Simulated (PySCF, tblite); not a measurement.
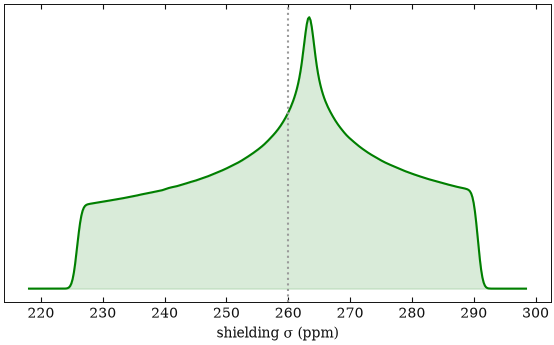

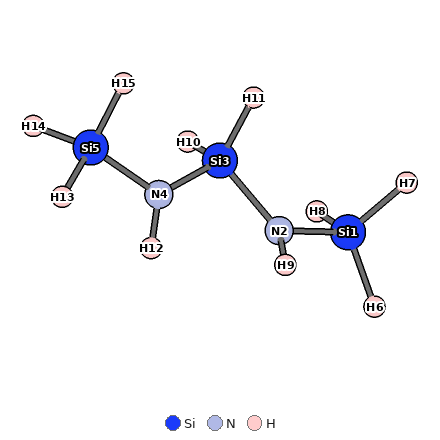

Static powder pattern (¹⁵N) from GIAO shielding tensors of Si₃N₂H₁₀, SMILES [SiH3]N[SiH2]N[SiH3], PBE0/pcSseg-1, PySCF 2.14.0, at a GFN2-xTB geometry (a minimum by its frequencies); absolute shielding, one fixed geometry of the isolated molecule without any motion, no dipolar terms. The dotted line is the isotropic value; skew is 3(σiso − σ22)/span.

**The pattern belongs to N4. Give the principal values, span and skew.**

N4: σ11, σ22, σ33 = 226, 263, 291 ppm, isotropic 260, span 65 ppm, skew −0.16.

Caveats: the tight-binding geometry is rougher than a DFT one and adds to the error; one conformer of a flexible molecule.
